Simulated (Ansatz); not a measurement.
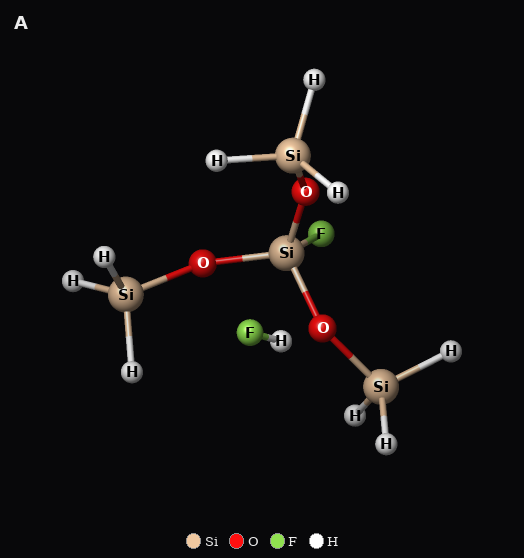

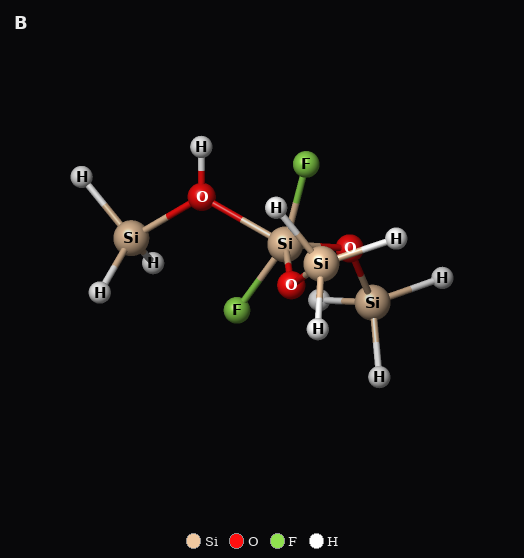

2 stationary structures of one formula. Geometries: PBE0-D4/def2-TZVP. Electronic energies: CCSD(T)/CBS (MP2 limit from def2-TZVPP and def2-QZVPP plus CCSD(T) − MP2) (Ansatz 0.2.0), without zero-point energy. No frequency run is at hand to confirm each as a minimum. Each is one conformer, not always the lowest.

### Which is lowest in energy, and by how much?

A is lowest (a minimum); B lies 0.597 eV above it.
